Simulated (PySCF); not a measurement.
# InCl (charge +1, doublet): what the fields show

```xyz
2

In    0.0000    0.0000   -0.5399
Cl    0.0000    0.0000    1.7741
```

Core potentials replace the inner electrons of In.

All numbers below come from PBE0/def2-TZVPPD, non-relativistic Hamiltonian with scalar-relativistic core potentials where named, at a bond length of 2.314 Å in PySCF.

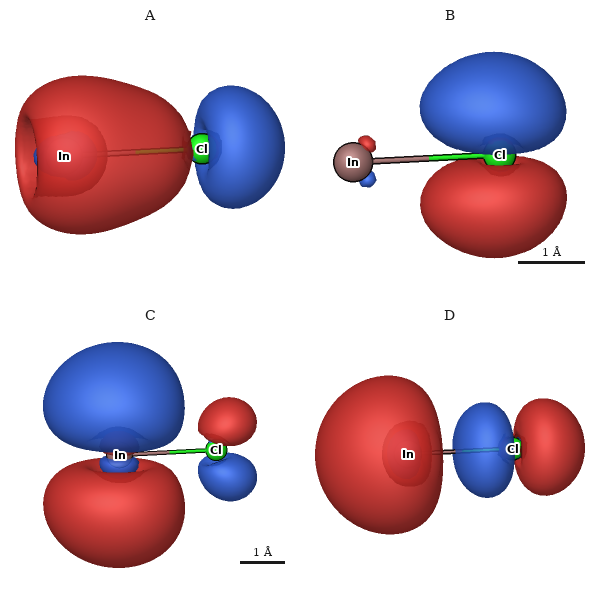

Figure 1. Four frontier β-spin orbitals, each drawn at the value that holds 80 % of its norm (red and blue are the two phases), in no order; of a degenerate pair one member is drawn.

Label each orbital by symmetry, say whether it is occupied, and order them by energy.

Answer. Orbital A: σ, occupied in this spin, −17.10 eV; shared between the atoms (In 50 %, Cl 50 %).
Orbital B: π, occupied in this spin, −14.96 eV; mainly on Cl (90 %).
Orbital D: σ, empty in this spin, −11.59 eV; shared between the atoms (In 65 %, Cl 35 %).
Orbital C: π, empty in this spin, −7.30 eV; mainly on In (90 %).

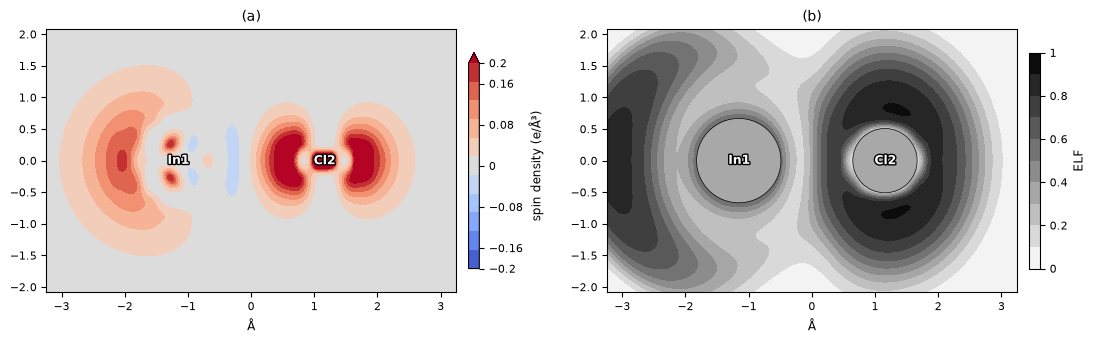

Figure 2. (a) spin density (α minus β); (b) ELF on a plane that holds the molecular axis. Grey discs cover the atomic cores in the ELF map.

Describe what can be read from this map.

Answer.
- The section cuts through In and Cl sites.
- In–Cl (2.31 Å): the ELF peaks at about 0.75 in the valence shell of Cl, 0.8 Å from its nucleus, and drops to about 0.20 between the two atoms.
- The ELF also peaks beside Cl2, away from the bonds: non-bonding electrons, paired or unpaired.
- The unpaired spin (1 electron) lies mostly on In1 (about 0.6) and Cl2 (about 0.4), in electrons by Hirshfeld's partition.

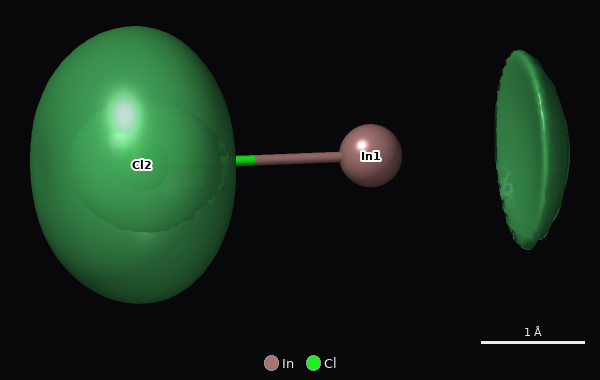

Figure 3. Isosurface of the electron localisation function at 0.75 (green), seen from one side. Core shells and regions of very low density are left out.

Identify the bonds, lone pairs and shells in this picture.

Answer. The surface consists of one lobe on In, pointing away from the bonds (non-bonding electrons) and one region wrapped around Cl (its valence shell).
